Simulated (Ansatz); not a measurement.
# Si2W (I4/mmm) under biaxial strain in the (001) plane, that of a and b, part 3 of 3

Aim: how do the optical modes of Si2W (I4/mmm) shift and split under this strain?

Ansatz 0.2.0; DFT PBEsol, scalar-relativistic, plane waves, PAW; PAW set soft_1.

So far, highest optical mode at the zone centre (no LO-TO term) (cm⁻¹): step 4 (modes at rest) 449; step 6 (strain 4 %) 452.

## Step 8: Zone-centre modes of the member: biaxial strain of -4 % in the (001) plane, that of a and b

The zone-centre modes follow for biaxial strain of -4 % in the (001) plane, that of a and b.

Input file input.yaml:

```yaml
crystal:
  lattice:
    - [-1.5374129405, 1.5374129405, 3.9789653403]
    - [1.5374129405, -1.5374129405, 3.9789653403]
    - [1.5374129405, 1.5374129405, -3.9789653403]
  atoms:
    - { symbol: Si, position: [0.3332930141, 0.3332930141, 0.0] }
    - { symbol: Si, position: [0.6667069859, 0.6667069859, 0.0] }
    - { symbol: W, position: [0.0, 0.0, 0.0] }
kpoints:
  mp_grid: { grid: [20, 20, 20] }
hamiltonian:
  xc: pbesol
  pseudopotentials: { kind: paw, azcp: { folder: soft_1 }, xc_functional: pbe }
scf:
  occupations: { method: methfessel_paxton, width: 0.2 }
output:
  eigenvalues: true
phonons:
  method: dfpt
```

Command:

```
$ ansatz run input.yaml --threads 4 --pin off --max-ram 10240MiB --backend cpu --events-out ev --progress --plain --runs-dir out
```

Numbers of over 12 decimals in the logs are rounded to 6 here.

The log of the run:

```text
[...]
Crystal: 3 atoms, lattice volume = 37.619 Å³
Basis set: ecut = 420 eV, 761 PW (Γ), exchange–correlation on 64×64×64 points (8 copies of the dense FFT grid, shifted against one another)
Bands: 15, of which v1, the nominal top of the filled ones, is band 11 counted from 1 (10 counted from 0)
Symmetry: 16 space group operations
k-points: 1166 of 8000 (irreducible under 4 space group operations, time reversal used)
[...]
k-point 2: bands = [... 7 lower, 14.3111, 14.3472, 15.7455, 17.6027, 21.0995, 21.6184, 22.0415, 22.2344]
  k-point 1165: bands = [... 7 lower, 15.1596, 17.4095, 17.4095, 17.5770, 17.5770, 19.2528, 21.6889, 23.4860]
[...]
ASR residual: 9.092e-6 → 0.000e0 eV/Å²; symmetrization residual: 7.289e-7 eV/Å²
  ASR residual per site (eV/Å²): 5.56e-6 5.56e-6 9.09e-6
  Γ frequencies (cm⁻¹): 0.00 0.00 0.00 304.75 304.75 314.78 391.48 391.48 440.07
[...]
[key lines of the parts left out:]
SCF converged after 9 iterations
Free energy (F): -11501.679970 eV
Fermi energy:    18.115834 eV
```

The job ended after 95 s (4 threads of Arm Neoverse V1, shared host; peak memory 2 GiB; 6.1 min of CPU time).

This step gave:

```yaml
sum_rule_residual_before_enforcement: 9.09e-6 eV/Å²
highest_optical_mode_at_the_zone_centre_no_lo_to_term: 440.1 cm⁻¹
lowest_optical_zone_centre_mode: 304.8 cm⁻¹
```

Patterns of degenerate modes are one choice out of their space. Modes at Γ, with each element's share of the kinetic energy:

| mode | frequency (cm⁻¹) | symmetry | Si % | W % |
| --- | --- | --- | --- | --- |
| 1 | 0.0 | acoustic | 23 | 77 |
| 2 | 0.0 | acoustic | 23 | 77 |
| 3 | 0.0 | acoustic | 23 | 77 |
| 4 | 304.8 | Eu | 77 | 23 |
| 5 | 304.8 | Eu | 77 | 23 |
| 6 | 314.8 | A2u | 77 | 23 |
| 7 | 391.5 | Eg | 100 | 0 |
| 8 | 391.5 | Eg | 100 | 0 |
| 9 | 440.1 | A1g | 100 | 0 |

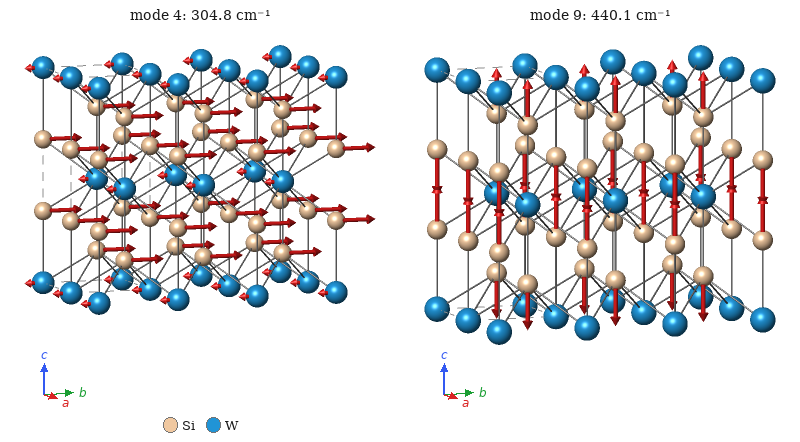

Displacement patterns of modes 4 and 9 at Γ; arrows are exaggerated. 2×3×1 conventional cells are drawn. Some periodic images of atoms are drawn too.

The lowest optical mode is real, 305 cm⁻¹, and the highest lies at 440.1 cm⁻¹.

## Step 9: The series together

The members are set side by side, also those not shown above.

Stress is positive in compression; energies are extrapolated to zero smearing, and E0 is that at rest; the edges not held and the atoms are relaxed in each cell; all runs use 20×20×20 k points and Methfessel-Paxton smearing of 0.2 eV. State of the crystal along the series:

| strain (%) | in-plane stress (GPa) | free strain along c (%) | E - E0 (meV/atom) |
| --- | --- | --- | --- |
| -4 | 24.4 | 1.817 | 77 |
| -3 | 17.78 | 1.271 | 42.58 |
| -2 | 11.48 | 0.7934 | 18.58 |
| -1 | 5.544 | 0.3736 | 4.56 |
| 0 | -1.41e-4 | 0 | 0 |
| 1 | -5.133 | -0.3372 | 4.343 |
| 2 | -9.848 | -0.6446 | 17.01 |
| 3 | -14.15 | -0.9271 | 37.41 |
| 4 | -18.05 | -1.189 | 64.96 |

Optical modes are counted from below at rest and tracked from member to member by their patterns, and modes that stay within 0.3 cm⁻¹ of each other stand once; labels, where given, are those at rest; the edges not held and the atoms are relaxed in each cell; all runs use 20×20×20 k points and Methfessel-Paxton smearing of 0.2 eV. Optical modes along the series:

| strain (%) | optical mode 1 Eu (cm⁻¹) | optical mode 2 A2u (cm⁻¹) | optical mode 3 Eg (cm⁻¹) | optical mode 4 A1g (cm⁻¹) |
| --- | --- | --- | --- | --- |
| -4 | 304.8 | 314.8 | 391.5 | 440.1 |
| -3 | 295.2 | 312.9 | 379.4 | 441.2 |
| -2 | 284.8 | 310.6 | 367 | 444.3 |
| -1 | 273.8 | 308.1 | 354.2 | 447.1 |
| 0 | 262.2 | 305.4 | 341.1 | 449 |
| 1 | 250.1 | 302.7 | 327.7 | 450.3 |
| 2 | 237.6 | 299.9 | 314.1 | 451.2 |
| 3 | 224.7 | 297.1 | 300.2 | 451.8 |
| 4 | 211.4 | 294.4 | 286.1 | 452.1 |

Value and slope at zero strain of a cubic (a lower polynomial where under five rows exist) through the rows within 2 % of rest. Slopes at rest:

| mode | frequency (cm⁻¹) | shift per percent of strain (cm⁻¹) | shift per GPa of compressive stress (cm⁻¹) |
| --- | --- | --- | --- |
| optical mode 1 Eu | 262.2 | -11.86 | 2.22 |
| optical mode 2 A2u | 305.4 | -2.72 | 0.51 |
| optical mode 3 Eg | 341.1 | -13.25 | 2.48 |
| optical mode 4 A1g | 449 | 1.6 | -0.3 |

## Step 10: Results

```
members                                                          : 9
highest optical mode at the zone centre (no LO-TO term), at rest : 449.0 cm⁻¹
biaxial modulus in the (001) plane, that of a and b              : 534 GPa
optical mode 1 Eu, shift per percent                             : -11.86 cm⁻¹
optical mode 2 A2u, shift per percent                            : -2.72 cm⁻¹
optical mode 3 Eg, shift per percent                             : -13.25 cm⁻¹
optical mode 4 A1g, shift per percent                            : 1.60 cm⁻¹
```

In words: The stress changes by 5.34 GPa for each percent, a biaxial modulus of 534 GPa in the (001) plane, that of a and b. For each percent the free edge responds with -0.35 %. Within 2 % of rest optical mode 4 A1g bends away from a straight line, so a single slope holds only near rest. The fastest shift in the table of slopes is -13.2 cm⁻¹ for each percent (optical mode 3 Eg), or 2.5 cm⁻¹ for each GPa of compressive stress. For small strain, the measured shift of a line that Raman or infrared light can see, divided by its slope, estimates the stress, if the state of stress is of this kind. These are harmonic frequencies at zero temperature: anharmonic shifts, linewidths and thermal expansion are left out. Spin-orbit coupling is left out, which can matter for the heavy elements here. With no gap, or one that is small against the smearing, the frequencies hang on the k mesh and the smearing, most of all near Kohn anomalies. The PAW files were made for PBE; the program adapts parts of them to the functional of the run, but their partial waves stay those of PBE, an approximation that was not tested in this session. Only the zone centre was solved, so an instability at another wavevector cannot show here.

[Logs are printed without paths, hosts, clocks, repeated set-up lines and the standing remarks that a program may print on its own settings, such as how far it seeks lower states.]

[Hosts, paths, dates, database ids (printed as entryN), source tags and the programs' standing remarks are cut or masked in the printed files.]
